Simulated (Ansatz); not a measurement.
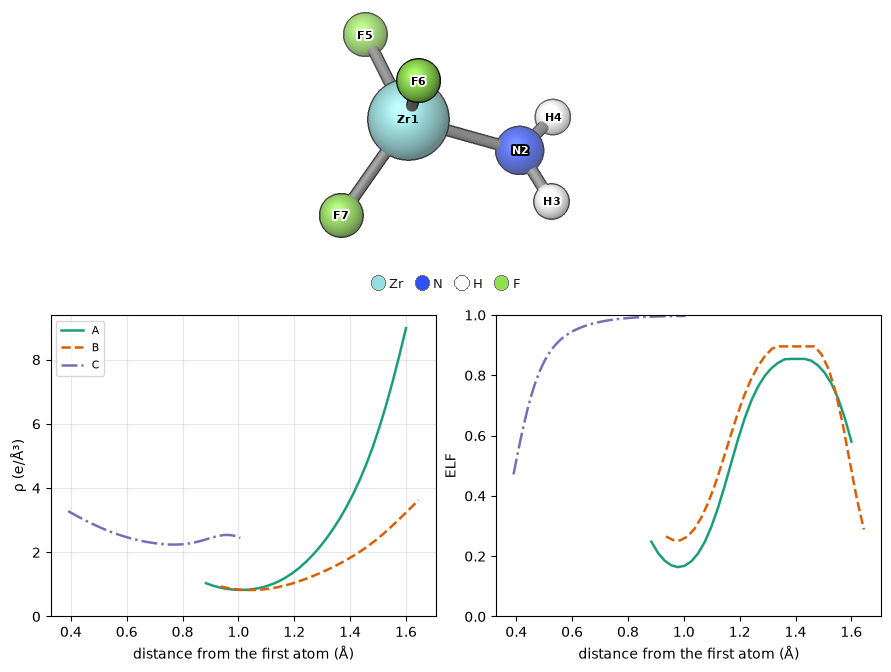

Figure. F$_{3}$H$_{2}$NZr. Electron density and ELF along straight lines between neighbouring atoms. The curves leave out the atomic cores. The structure is drawn too.

Core potentials replace the inner electrons of Zr.

The calculation used RHF/def2-SVP in Ansatz.

| atom | x (Å) | y (Å) | z (Å) |
| --- | --- | --- | --- |
| Zr | 0.0069 | -0.0054 | 0.0442 |
| N | 0.0112 | -0.0103 | 2.0688 |
| H | -0.7665 | -0.2480 | 2.6623 |
| H | 0.7924 | 0.2326 | 2.6554 |
| F | 1.8297 | 0.0346 | -0.5276 |
| F | -0.9153 | 1.5359 | -0.6211 |
| F | -0.9565 | -1.5394 | -0.5699 |

Q: Which curve belongs to which contact (N–H, Zr–F and Zr–N)? The first atom named is at distance zero.

A: Curve A: Zr–F (1.91 Å): ρ is about 0.86 e/Å³ halfway; the ELF peaks at about 0.85 in the valence shell of F, 0.5 Å from its nucleus, and drops to about 0.15 between the two atoms. Curve B: Zr–N (2.02 Å): ρ at the midpoint is about 0.83 e/Å³; the ELF peaks at about 0.90 in the valence shell of N, 0.7 Å from its nucleus, and drops to about 0.25 between the two atoms. Curve C: N–H (1.01 Å): the density is about 2.8 e/Å³ at the midpoint; the ELF climbs to about 1 towards the hydrogen, as it does in any bond to H (an ordinary covalent bond to hydrogen).
